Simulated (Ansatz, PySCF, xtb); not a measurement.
Potential energy curve for BO, doublet.

Levels of theory: UKS-TPSSh = unrestricted TPSSh/cc-pVTZ (PySCF 2.14.0); UKS-PBE = unrestricted PBE/cc-pVTZ (Ansatz, a first-principles code); UKS-LDA (SVWN5)/6-31G* = unrestricted LDA (SVWN5)/6-31G*, spherical d in PySCF; GFN1-xTB (xtb).

Energies are in kcal/mol, each relative to the lowest point of its own curve near equilibrium.

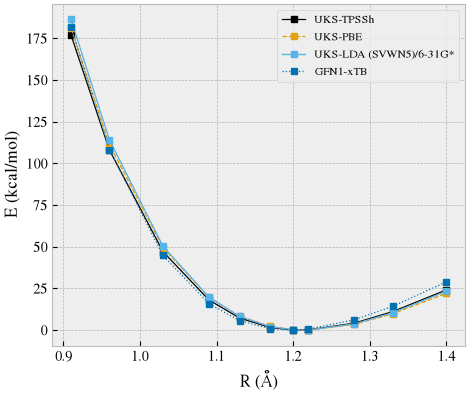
Fig. 1. Energy against bond length for each method.

| R / Å | UKS-TPSSh | UKS-PBE | UKS-LDA (SVWN5)/6-31G* | GFN1-xTB |
|---|---|---|---|---|
| 0.91 | 177.0 | 181.0 | 186.4 | 181.9 |
| 0.96 | 108.1 | 111.4 | 114.3 | 108.3 |
| 1.03 | 47.1 | 49.5 | 50.3 | 44.8 |
| 1.09 | 18.0 | 19.6 | 19.8 | 15.8 |
| 1.13 | 7.2 | 8.3 | 8.2 | 5.6 |
| 1.17 | 1.5 | 2.1 | 2.0 | 0.8 |
| 1.20 | 0.0 | 0.2 | 0.2 | 0.0 |
| 1.22 | 0.0 | 0.0 | 0.0 | 0.5 |
| 1.28 | 4.2 | 3.4 | 3.7 | 6.2 |
| 1.33 | 11.1 | 9.8 | 10.4 | 14.3 |
| 1.40 | 24.1 | 22.0 | 23.3 | 28.9 |

At the longest distance, 1.40 Å, GFN1-xTB lies highest above its minimum (28.9 kcal/mol) and UKS-PBE lowest (22.0 kcal/mol).

The scan ran from 0.91 to 4.82 Å; beyond the distances shown one of the unrestricted levels run for this scan, shown here or not, changes its spin distribution in one step.
